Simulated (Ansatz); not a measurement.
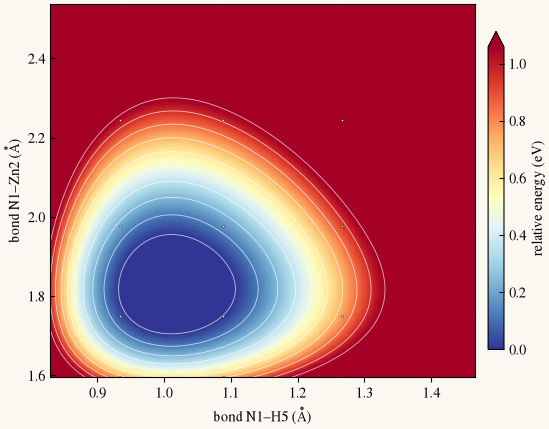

ClH₂NZn, SMILES [NH2][Zn][Cl]. Two internal coordinates are moved rigidly from the geometry relaxed at PBE0-D4/def2-TZVP, all others fixed. Coordinates scanned: (1) bond N1–H5; (2) bond N1–Zn2. The grid has 5 × 5 points. Points are written as (first, second). Energies are in eV, from the lowest grid point. Theory: RHF-CCSD(T), frozen core/def2-TZVPP (Ansatz).

In the figure: a smooth colour map with a few white contour lines, dots at the grid points, one colour for all values above the top of the scale. Between grid points the surface is interpolated.

Question: Where is the minimum, and how stiff is the well along each coordinate?

Answer: The interpolated minimum is at bond N1–H5 ≈ 1.010 Å, bond N1–Zn2 ≈ 1.819 Å. The curvatures there are about 49 eV/Å² and 23 eV/Å², with a cross term of about 0 eV/Å². Round the minimum the two coordinates are nearly uncoupled.
